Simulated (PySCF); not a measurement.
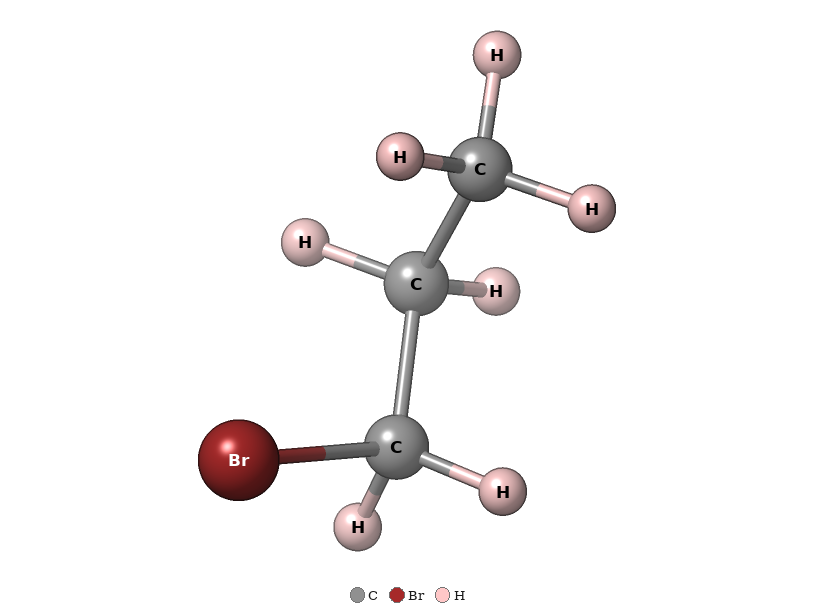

Orthographic view. Atoms fade into the background with distance from the viewer. The geometry was computed by an optimisation with PBE0-D3(BJ)/def2-TZVP. No frequency run is at hand to confirm it as a minimum.

Q: Give the standard InChI.

A: InChI=1S/C3H7Br/c1-2-3-4/h2-3H2,1H3
